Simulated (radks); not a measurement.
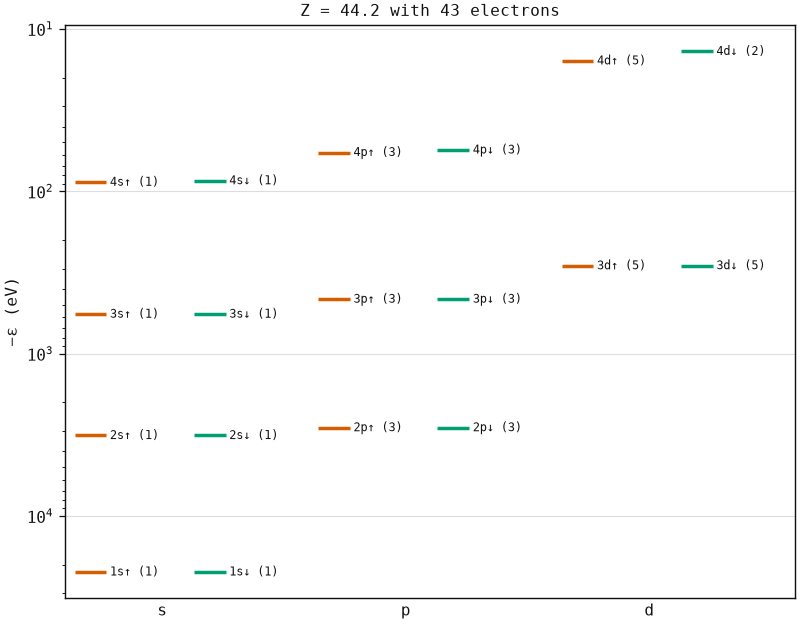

Figure 1. All occupied levels, on a logarithmic scale of binding energy, are drawn (occupations in brackets, up spins at the left of each column and down spins at the right). The highest occupied level is 4d down at −13.8 eV. The highest 6 occupied levels, from the top down, are 4d down (−13.8 eV), 4d up (−15.8 eV), 4p down (−55.9 eV), 4p up (−57.8 eV), 4s down (−86.3 eV), 4s up (−88.1 eV). The largest exchange splitting (down less up) among the shells drawn in both spins is that of 4d, 1.99 eV.

## Run report: Ru (charge +1.2), atomic calculation

- system: Z = 44.2 with 43 electrons in the configuration [Kr] 4d7 (high spin).
- method: scalar-relativistic Kohn-Sham, PBEsol, spin-polarised, spherical densities, finite nucleus (the in-house radial solver radks)

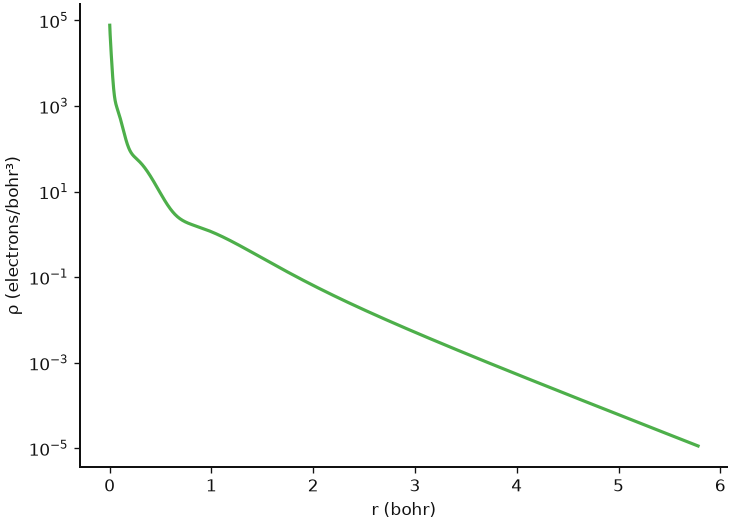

Figure 2. The electron density ρ(r) on a logarithmic scale. The density falls from 77000 electrons/bohr³ at the inner end (r = 0.0011 bohr) to 0.001 at r = 3.72 bohr, a common measure of the size of an atom or ion. The highest occupied orbital, 4d down (⟨r⟩ = 1.61 bohr, −13.8 eV), is also the most diffuse and sets the fall-off far out: over the last part drawn ln ρ falls by 2.2 per bohr, against 2√(−2ε) = 2.0 for the pure exponential. The steps in the slope mark the shells; the radial density has its minima at 0.046, 0.20 and 0.74 bohr.

Input and output of the run follow.

**Input**
```
Z 44.2
configuration [Kr] 4d7
relativity scalar-relativistic
functional pbe_sol,pbe_sol
spin polarised
nucleus finite rms 4.4809 fm
c 137.035999084
```

Energies in input and log are in hartree, lengths in bohr (the nuclear radius in fm).

**Output**
```
1s      1   1.0000        -814.03902499
2s      1   1.0000        -117.55670291
2p      1   3.0000        -105.35994291
3s      1   1.0000         -21.04903262
3p      1   3.0000         -17.04167220
3d      1   5.0000         -10.59654247
4s      1   1.0000          -3.23845131
4p      1   3.0000          -2.12547344
4d      1   5.0000          -0.57941477
1s      2   1.0000        -814.03914085
2s      2   1.0000        -117.54172550
2p      2   3.0000        -105.34855228
3s      2   1.0000         -21.04048039
3p      2   3.0000         -17.03205832
3d      2   5.0000         -10.58226811
4s      2   1.0000          -3.17000505
4p      2   3.0000          -2.05279212
4d      2   2.0000          -0.50630573
Etot -4578.0362595083225
Ekin 4735.017273312738
Encl -11032.260146390583
Eh 1851.0733884965998
Exc -131.8667749270769
err 2.5242182005325447e-09
it 15
```

**Orbitals**

```
orbital  occupation  energy (eV)  ⟨r⟩ (bohr)  outer maximum (bohr)
1s down           1     −22151.1     0.03329                0.0216
  1s up           1     −22151.1     0.03329                0.0216
  2s up           1      −3198.9      0.1450                 0.122
2s down           1      −3198.5      0.1450                 0.122
  2p up           3      −2867.0      0.1263                0.0978
2p down           3      −2866.7      0.1263                0.0977
  3s up           1     −572.773      0.4005                 0.360
3s down           1     −572.541      0.4005                 0.360
  3p up           3     −463.728      0.4007                 0.353
3p down           3     −463.466      0.4007                 0.353
  3d up           5     −288.347      0.3815                 0.299
3d down           5     −287.958      0.3814                 0.299
  4s up           1      −88.123       1.012                 0.908
4s down           1      −86.260       1.010                 0.906
  4p up           3      −57.837       1.120                 0.976
4p down           3      −55.859       1.117                 0.973
  4d up           5      −15.767       1.583                  1.20
4d down           2      −13.777       1.613                  1.20
```

**Slater integrals of the outer shells (hartree)**

| integral | value |
| --- | --- |
| F0(4d,4d) | 0.5760 |
| F2(4d,4d) | 0.2829 |
| F4(4d,4d) | 0.1831 |
| F0(4d,4p) | 0.6643 |
| F2(4d,4p) | 0.3183 |
| G1(4d,4p) | 0.3949 |
| G3(4d,4p) | 0.2396 |
| F0(4d,4s) | 0.6859 |
| G2(4d,4s) | 0.2827 |
| F0(4p,4p) | 0.8044 |
| F2(4p,4p) | 0.4214 |
| F0(4p,4s) | 0.8430 |
| G1(4p,4s) | 0.5707 |
| F0(4s,4s) | 0.8883 |

**Summary**

| quantity | value |
| --- | --- |
| outcome | converged |
| total energy | −4578.0363 hartree |
| kinetic energy | 4735.0173 hartree |
| electron–nucleus energy | −11032.2601 hartree |
| Hartree energy | 1851.0734 hartree |
| exchange–correlation energy | −131.866775 hartree |
| radius at density 0.001 e/bohr³ | 3.72 bohr |
| SCF iterations | 15 |
| hardware | 1 CPU thread, shared host |
